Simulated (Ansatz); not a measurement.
## WHF$_{6}$: geometry relaxation (part 1 of 2)

- system: WHF$_{6}$, multiplicity 2
- method: UHF/def2-SVP (Ansatz 0.2.0)

It belongs to a series of runs on one base structure; here: end point B relaxed. Figures and captions count atoms from 1; the log counts them from 0 in places.

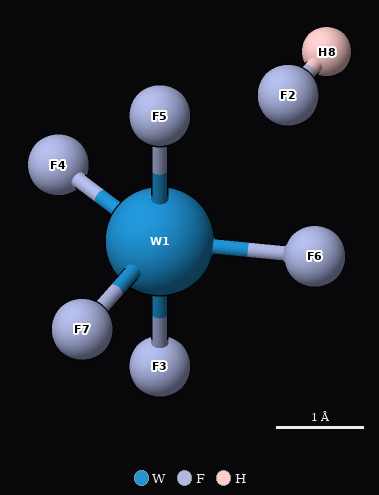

The starting structure (ball-and-stick view, seen at an oblique angle; atoms are numbered from 1 in the order of the input). Sticks mark near contacts.

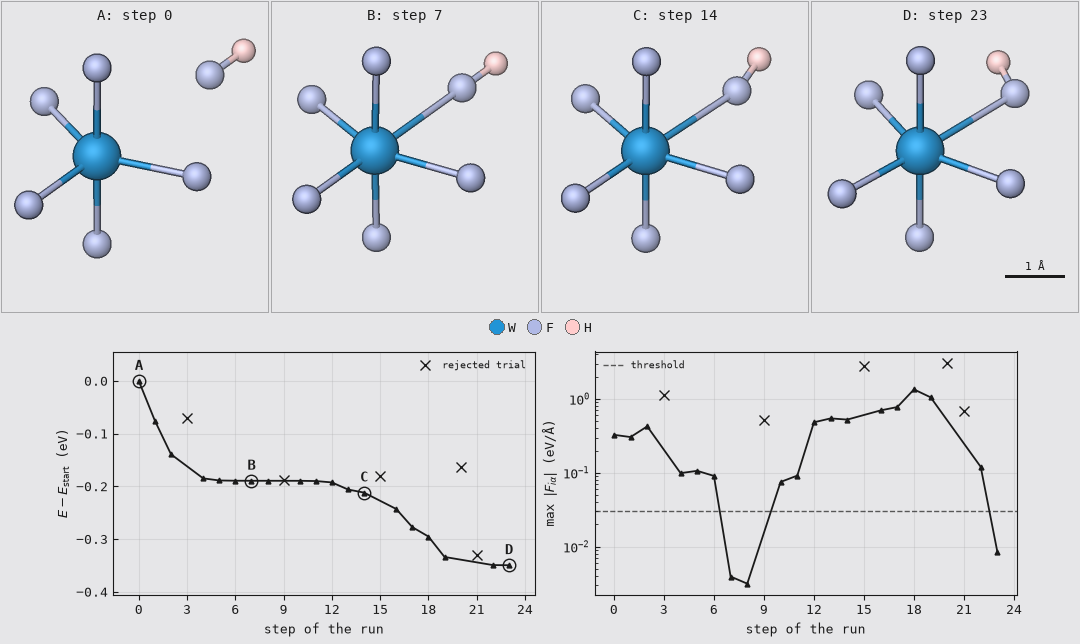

Frames of the relaxation (ball-and-stick view, seen at a tilt) above the curves, on which the letters mark them (the first geometry is step 0 here and step 1 in the log).

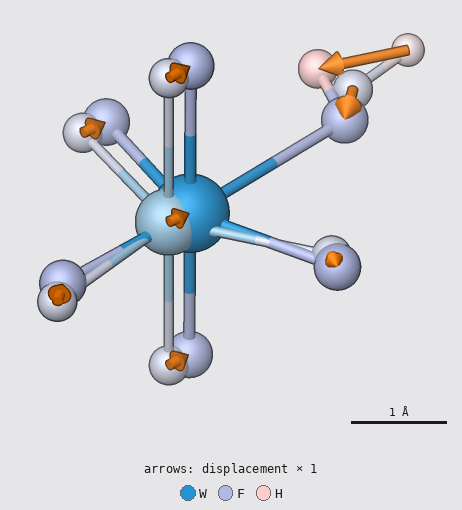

Start (faint) and end (solid) with the displacements as orange arrows, at true length (ball-and-stick view, seen at a tilt). The two geometries are laid on each other by the best rigid fit. The energy falls by 0.349 eV in 23 geometry steps. The largest force component goes from 0.33 to 0.0085 eV/Å. The line search rejected the trial steps at points 3, 9, 15, 20, 21 (counted from 0) and went back. The atom that moves furthest after the best rigid fit is H8 (1.02 Å). Largest moves by element: H 1.02 Å, F 0.54 Å, W 0.28 Å. Among the contacts that change: W1–F2 3.039 → 2.321 Å, W1–F4 1.816 → 1.842 Å, F2–H8 0.909 → 0.914 Å. New bonds form: W1–F2 (3.04 → 2.32 Å). Among the angles that change: F4–W1–F6 139.0° → 150.1°, F4–W1–F7 110.5° → 104.5°, F6–W1–F7 110.5° → 105.4°. (Atoms are counted from 1 in the order of the input.)

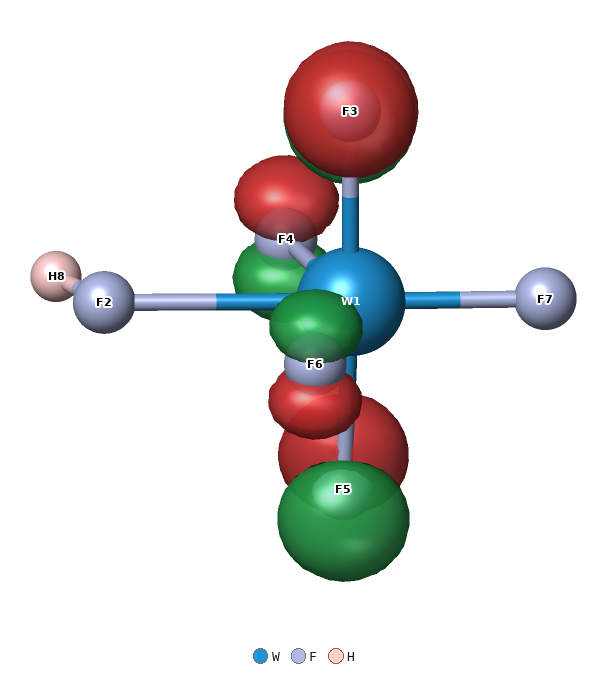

One frontier orbital at ±0.2 Å⁻³ᐟ² (green and red are the two phases), seen at a tilt. The HOMO−1 (α), at −17.19 eV.

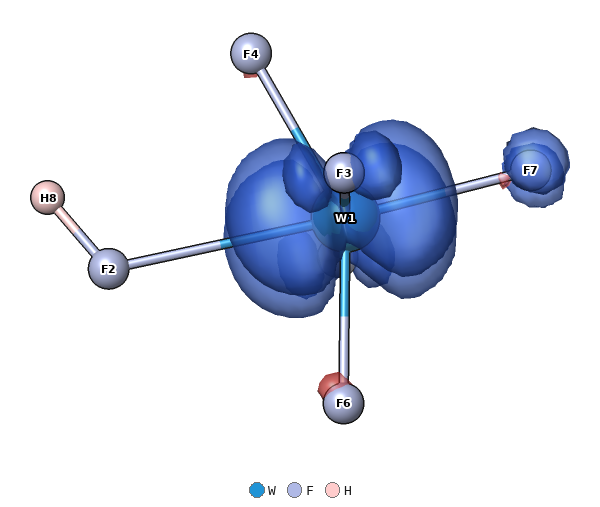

Isosurfaces of the spin density (α minus β) at +0.06 (blue) and −0.06 e/Å³ (red), seen from the side. The unpaired spin (1 electron) lies mostly on W1 (about 0.9), in electrons by Hirshfeld's partition.

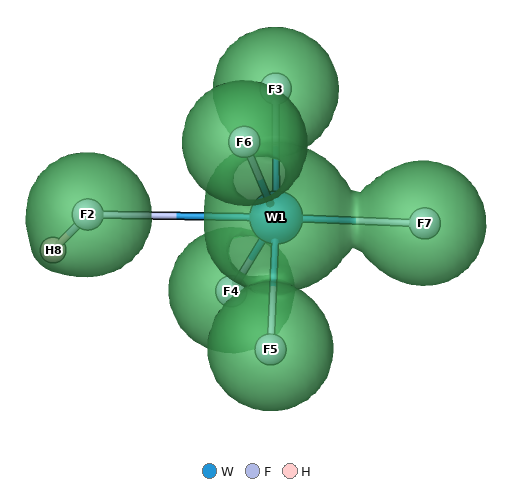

Isosurface of the electron density at 0.8 e/Å³ (green), seen at a tilt. At this value the surface falls into two separate pieces. On the grid the lowest density along these lines, outside the cores, is 1.1 e/Å³ (W–F, 1.82 Å), 2.3 e/Å³ (F–H, 0.91 Å) and 0.96 e/Å³ (W–F, 1.88 Å).

These pictures come from the run below.

**Input**
```yaml
crystal:
  periodic: [false, false, false]
  atoms:
    - { symbol: W, position_ang: [0.0, 0.0, -0.358076] }
    - { symbol: F, position_ang: [5.0e-06, -1.2e-05, 2.681024] }
    - { symbol: F, position_ang: [1.880485, 0.0, -0.353654] }
    - { symbol: F, position_ang: [0.0, 1.700889, 0.278661] }
    - { symbol: F, position_ang: [-1.880485, 0.0, -0.353653] }
    - { symbol: F, position_ang: [0.0, -1.700891, 0.278657] }
    - { symbol: F, position_ang: [0.0, 2.0e-06, -2.193129] }
    - { symbol: H, position_ang: [-4.0e-06, 1.3e-05, 3.590169] }
magnetization:
  spin_polarized: true
  initial_magnetization: 1
basis:
  gaussian: { orbitals: def2-SVP }
hamiltonian:
  xc: hf
relax:
  f_tol: 0.03
  max_steps: 50
output:
  orbitals: {}
```

Run as:
```bash
ansatz run input.yaml --threads 4 --pin off --max-ram 5120MiB --backend cpu --events-out ev --progress --plain --runs-dir out
```

**What the program printed**
```
The last accepted step is kept in [file] (removed where the run ends without a failure and the disk answers)
Engine: ansatz 0.2.0, aarch64-unknown-linux-gnu
Functional definition: HF
  exchange = exact_x
  correlation = 0
1239 factors; integrals over basis functions are off by at most 3.1e-4 eV
mean field evaluation 1: about -18040.9647 eV, gradient 4.8e1 eV
mean field evaluation 2: about -18040.9713 eV, gradient 4.8e1 eV
mean field evaluation 4: about -18049.3003 eV, gradient 3.1e0 eV
mean field evaluation 8: about -18049.3562 eV, gradient 9.9e-2 eV
mean field evaluation 16: about -18044.7344 eV, gradient 2.5e1 eV
mean field evaluation 32: about -18049.2702 eV, gradient 3.8e-1 eV
mean field evaluation 64: about -18048.1002 eV, gradient 2.9e-1 eV
mean field evaluation 96: about -18048.9139 eV, gradient 1.2e0 eV
mean field -18049.35519275 eV, -663.3015690413 hartree, gradient 2.2e-5 eV, S^2 0.754673; 3 other end points of the search recorded, 0 dependent functions left out
the calculation of the forces begins
reference -18049.35519275 eV, -663.3015690413 hartree; 35, 34 occupied and 86, 87 virtual orbitals, 1239 factors
relax step   1: F+E_penalty+E_count = -18049.35519275 eV  Δ(F+E_penalty+E_count) = +0.000e0 eV  max|allowed force component| = 3.272e-1 eV/Å  Δτ_max = 0.0000 Å  (213 SCF iters, accepted)
these checks for a lower state are left out or cut short: starts, cluster_reference, orbital_swaps, neighbouring_geometries, increment
1239 factors; integrals over basis functions are off by at most 2.9e-4 eV
mean field evaluation 128: about -18049.4306 eV, gradient 3.8e-5 eV
mean field -18049.43064197 eV, -663.3043417491 hartree, gradient 1.2e-5 eV, S^2 0.754629; 0 other end points of the search recorded, 0 dependent functions left out
[... from here on the field's lines of each further geometry are left out, up to the last ...]
relax step   2: F+E_penalty+E_count = -18049.43064197 eV  Δ(F+E_penalty+E_count) = -7.545e-2 eV  max|allowed force component| = 3.050e-1 eV/Å  Δτ_max = 0.1950 Å  (37 SCF iters, accepted)
relax step   3: F+E_penalty+E_count = -18049.49418461 eV  Δ(F+E_penalty+E_count) = -6.354e-2 eV  max|allowed force component| = 4.255e-1 eV/Å  Δτ_max = 0.1950 Å  (41 SCF iters, accepted)
relax step   4: F+E_penalty+E_count = -18049.42602068 eV  Δ(F+E_penalty+E_count) = +6.816e-2 eV  max|allowed force component| = 1.129e0 eV/Å  Δτ_max = 0.1958 Å  (42 SCF iters, rejected (line search))
relax step   5: F+E_penalty+E_count = -18049.53986939 eV  Δ(F+E_penalty+E_count) = -4.568e-2 eV  max|allowed force component| = 9.914e-2 eV/Å  Δτ_max = 0.0958 Å  (45 SCF iters, accepted)
relax step   6: F+E_penalty+E_count = -18049.54384880 eV  Δ(F+E_penalty+E_count) = -3.979e-3 eV  max|allowed force component| = 1.064e-1 eV/Å  Δτ_max = 0.0237 Å  (43 SCF iters, accepted)
relax step   7: F+E_penalty+E_count = -18049.54434629 eV  Δ(F+E_penalty+E_count) = -4.975e-4 eV  max|allowed force component| = 9.086e-2 eV/Å  Δτ_max = 0.0136 Å  (40 SCF iters, accepted)
relax step   8: F+E_penalty+E_count = -18049.54443975 eV  Δ(F+E_penalty+E_count) = -9.346e-5 eV  max|allowed force component| = 3.950e-3 eV/Å  Δτ_max = 0.0021 Å  (42 SCF iters, accepted)
relax step   9: F+E_penalty+E_count = -18049.54444328 eV  Δ(F+E_penalty+E_count) = -3.530e-6 eV  max|allowed force component| = 3.161e-3 eV/Å  Δτ_max = 0.0008 Å  (45 SCF iters, accepted)
relax step  10: F+E_penalty+E_count = -18049.54371948 eV  Δ(F+E_penalty+E_count) = +7.238e-4 eV  max|allowed force component| = 5.218e-1 eV/Å  Δτ_max = 0.0803 Å  (50 SCF iters, rejected (line search))
relax step  11: F+E_penalty+E_count = -18049.54449566 eV  Δ(F+E_penalty+E_count) = -5.239e-5 eV  max|allowed force component| = 7.527e-2 eV/Å  Δτ_max = 0.0105 Å  (47 SCF iters, accepted)
relax step  12: F+E_penalty+E_count = -18049.54494658 eV  Δ(F+E_penalty+E_count) = -4.509e-4 eV  max|allowed force component| = 9.171e-2 eV/Å  Δτ_max = 0.0174 Å  (47 SCF iters, accepted)
relax step  13: F+E_penalty+E_count = -18049.54754480 eV  Δ(F+E_penalty+E_count) = -2.598e-3 eV  max|allowed force component| = 4.831e-1 eV/Å  Δτ_max = 0.0737 Å  (50 SCF iters, accepted)
relax step  14: F+E_penalty+E_count = -18049.56097347 eV  Δ(F+E_penalty+E_count) = -1.343e-2 eV  max|allowed force component| = 5.458e-1 eV/Å  Δτ_max = 0.0383 Å  (47 SCF iters, accepted)
relax step  15: F+E_penalty+E_count = -18049.56689232 eV  Δ(F+E_penalty+E_count) = -5.919e-3 eV  max|allowed force component| = 5.258e-1 eV/Å  Δτ_max = 0.0197 Å  (46 SCF iters, accepted)
relax step  16: F+E_penalty+E_count = -18049.53583650 eV  Δ(F+E_penalty+E_count) = +3.106e-2 eV  max|allowed force component| = 2.769e0 eV/Å  Δτ_max = 0.1955 Å  (85 SCF iters, rejected (line search))
relax step  17: F+E_penalty+E_count = -18049.59797800 eV  Δ(F+E_penalty+E_count) = -3.109e-2 eV  max|allowed force component| = 7.004e-1 eV/Å  Δτ_max = 0.0978 Å  (52 SCF iters, accepted)
relax step  18: F+E_penalty+E_count = -18049.63237262 eV  Δ(F+E_penalty+E_count) = -3.439e-2 eV  max|allowed force component| = 7.776e-1 eV/Å  Δτ_max = 0.1000 Å  (52 SCF iters, accepted)
relax step  19: F+E_penalty+E_count = -18049.65019074 eV  Δ(F+E_penalty+E_count) = -1.782e-2 eV  max|allowed force component| = 1.347e0 eV/Å  Δτ_max = 0.1467 Å  (54 SCF iters, accepted)
relax step  20: F+E_penalty+E_count = -18049.68887866 eV  Δ(F+E_penalty+E_count) = -3.869e-2 eV  max|allowed force component| = 1.051e0 eV/Å  Δτ_max = 0.1950 Å  (82 SCF iters, accepted)
relax step  21: F+E_penalty+E_count = -18049.51921543 eV  Δ(F+E_penalty+E_count) = +1.697e-1 eV  max|allowed force component| = 3.111e0 eV/Å  Δτ_max = 0.1471 Å  (64 SCF iters, rejected (line search))
relax step  22: F+E_penalty+E_count = -18049.68560447 eV  Δ(F+E_penalty+E_count) = +3.274e-3 eV  max|allowed force component| = 6.816e-1 eV/Å  Δτ_max = 0.0736 Å  (54 SCF iters, rejected (line search))
relax step  23: F+E_penalty+E_count = -18049.70428036 eV  Δ(F+E_penalty+E_count) = -1.540e-2 eV  max|allowed force component| = 1.207e-1 eV/Å  Δτ_max = 0.0353 Å  (54 SCF iters, accepted)
the calculation of the forces begins
reference -18049.70461412 eV, -663.3144100398 hartree; 35, 34 occupied and 86, 87 virtual orbitals, 1239 factors
relax step  24: F+E_penalty+E_count = -18049.70461412 eV  Δ(F+E_penalty+E_count) = -3.338e-4 eV  max|allowed force component| = 8.514e-3 eV/Å  Δτ_max = 0.0104 Å  (51 SCF iters, accepted)
1239 factors; integrals over basis functions are off by at most 4.5e-4 eV
mean field evaluation 320: about -18048.8421 eV, gradient 2.4e0 eV
mean field evaluation 352: about -18049.2133 eV, gradient 5.1e-1 eV
mean field evaluation 384: about -18049.0627 eV, gradient 5.4e0 eV
mean field -18049.70461412 eV, -663.3144100398 hartree, gradient 1.6e-5 eV, S^2 0.754540; 3 other end points of the search recorded, 0 dependent functions left out
the calculation of the forces begins
reference -18049.70461412 eV, -663.3144100398 hartree; 35, 34 occupied and 86, 87 virtual orbitals, 1239 factors
Total energy: -18049.70461412 eV, -663.3144100398 hartree
Atom 0 at     0.002888    -0.076870    -0.092299 Å, force     0.004872     0.001764    -0.006586 eV/Å
Atom 1 at     0.007604    -0.259941     2.221395 Å, force    -0.002671    -0.008514    -0.008265 eV/Å
Atom 2 at     1.884780    -0.034776    -0.066317 Å, force     0.001056    -0.000707     0.002594 eV/Å
Atom 3 at    -0.000608     1.638726     0.577296 Å, force    -0.002534     0.004096    -0.001546 eV/Å
Atom 4 at    -1.879170    -0.050334    -0.039103 Å, force    -0.000215    -0.002122    -0.002638 eV/Å
Atom 5 at     0.012941    -1.874508     0.180247 Å, force    -0.002268    -0.004291     0.006790 eV/Å
Atom 6 at    -0.007439     0.140971    -1.913397 Å, force    -0.002873     0.003890     0.003494 eV/Å
Atom 7 at    -0.020996     0.516732     2.702178 Å, force     0.004632     0.005885     0.006157 eV/Å
Dipole moment:    -0.010444     0.205661     0.819075 e Å
```

**Trajectory as extended XYZ (Å, eV, eV/Å), 24 frames, from step=1 to step=24**
```
8
Properties=species:S:1:pos:R:3:forces:R:3 step=1 energy=-18049.35519
W     0.0000    0.0000   -0.3581    0.0000   0.0000   0.2413
F     0.0000    0.0000    2.6810    0.0000   0.0000   0.0359
F     1.8805    0.0000   -0.3537   -0.0043   0.0000   0.0027
F     0.0000    1.7009    0.2787    0.0000   0.0066   0.0120
F    -1.8805    0.0000   -0.3537    0.0043   0.0000   0.0027
F     0.0000   -1.7009    0.2787    0.0000  -0.0065   0.0119
F     0.0000    0.0000   -2.1931    0.0000   0.0000   0.0208
H     0.0000    0.0000    3.5902    0.0000   0.0000  -0.3272
8
Properties=species:S:1:pos:R:3:forces:R:3 step=2 energy=-18049.43064
W     0.0000    0.0000   -0.2863    0.0000   0.0000   0.3050
F     0.0000    0.0000    2.4887    0.0000   0.0000  -0.2043
F     1.8804    0.0000   -0.2925    0.0336   0.0000   0.0310
F     0.0000    1.7047    0.3398    0.0000   0.1035  -0.0729
F    -1.8804    0.0000   -0.2925   -0.0336   0.0000   0.0310
F     0.0000   -1.7047    0.3398    0.0000  -0.1035  -0.0729
F     0.0000    0.0000   -2.1221    0.0000   0.0000   0.0322
H     0.0000    0.0000    3.3952    0.0000   0.0000  -0.0492
8
Properties=species:S:1:pos:R:3:forces:R:3 step=3 energy=-18049.49418
W     0.0000    0.0000   -0.2015    0.0000   0.0000   0.4255
F     0.0000    0.0000    2.2936    0.0000  -0.0001  -0.2185
F     1.8909    0.0000   -0.2170   -0.3401   0.0000   0.0886
F     0.0000    1.7395    0.3753    0.0000  -0.3640  -0.3405
F    -1.8909    0.0000   -0.2170    0.3401   0.0000   0.0886
F     0.0000   -1.7395    0.3752    0.0000   0.3640  -0.3405
F     0.0000    0.0000   -2.0389    0.0000   0.0000   0.1822
H     0.0000    0.0000    3.2002    0.0000   0.0001   0.1147
```
